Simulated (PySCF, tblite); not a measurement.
# C6H8FOS radical: geometry, infrared bands and EPR parameters

Wanted: the infrared bands and EPR parameters of C6H8FOS radical (`[CH2]CC1=C[S@@](=O)[C@H](F)C1`), by calculation.

Programs: tblite 0.8.0 and PySCF 2.14.0, with density-fitted response routines of our own. Each step states its level of theory. These are calculated values for one molecule in the gas phase, unless marked as measured. Atoms count from 0, in the outputs and in this text.

## Step 1: The molecule as given

17 atoms, charge 0, multiplicity 2; geometry from: force field or distance geometry start.

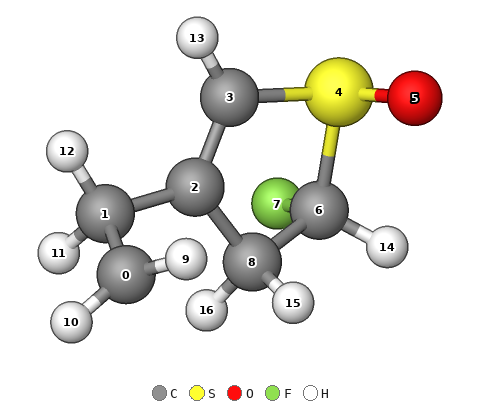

The starting geometry (carbon grey, sulfur yellow, oxygen red, fluorine green, hydrogen white), atoms numbered; sticks join atoms by distance.

## Step 2: Geometry optimisation with GFN2-xTB

The job: settings as JSON, then the geometry in Å.

```
{"job": {"kind": "relax", "xc": "GFN2-xTB", "basis": "xTB"}, "charge": 0, "multiplicity": 2}
C     -2.212800    -1.099300     0.638300
C     -1.422100    -0.727600    -0.569500
C     -0.203200     0.076300    -0.198000
C     -0.042400     1.381200    -0.523500
S      1.501700     2.031300     0.113500
O      1.139700     2.672100     1.414300
C      2.126000     0.353300     0.442200
F      2.880600    -0.078300    -0.605200
C      0.911400    -0.555000     0.588100
H     -2.383700    -0.379300     1.441500
H     -2.856700    -1.978400     0.610300
H     -1.102500    -1.647000    -1.076000
H     -2.066500    -0.181700    -1.246200
H     -0.771000     1.963900    -1.051100
H      2.757500     0.359000     1.337400
H      0.601200    -0.626200     1.650100
H      1.135900    -1.552300     0.217300
```

Started as:

```bash
> OMP_NUM_THREADS=1 python probes_run.py task.json out
```

The driver reads the jobs from task.json and runs them one after another.

**Question.** This job is followed by: GFN2-xTB harmonic vibrations, gas phase; UKS B3LYP, pcH-1 on C F H O S, non-relativistic, mean-field spin-orbit, GIAO. Predict these results of the whole session: strongest single infrared mode (GFN2-xTB); zero-point energy (GFN2-xTB); g(iso) (B3LYP); ⟨S²⟩; largest a(iso) (averaged by class); potential on the surface of density 0.002 e/bohr³, 1st and 99th percentile.

**Answer**, as computed:

| quantity | value |
| --- | --- |
| strongest single infrared mode (GFN2-xTB) | 1136 cm⁻¹, 283 km/mol |
| zero-point energy (GFN2-xTB) | 77.5 kcal/mol |
| g(iso) (B3LYP) | 2.00252 |
| ⟨S²⟩ | 0.754 (exact 0.75) |
| largest a(iso) (averaged by class) | 13C on C0, 98.5 MHz |
| potential on the surface of density 0.002 e/bohr³, 1st and 99th percentile | -2.08 V and 1.22 V |

**Reading.** Over 158 steps the energy fell by 0.222 eV; of the close pairs, S4–C6 changed most, 1.820 to 1.887 Å. No mode is imaginary among the 45: a minimum at this level. The strongest single mode, at 1136 cm⁻¹, moves mainly O5 and S4. Unscaled tight-binding wavenumbers are off by several per cent, some by more. Its intensities can rank the bands wrongly. Most of the unpaired spin sits on C0 (1.06 e). The isotropic g lies 0.2 ppt above the free-electron value. These values are for one conformer; the search (at its own cheap level) found 2 more, at 1.11, 1.15 kcal/mol, and measured spectra average over such forms.
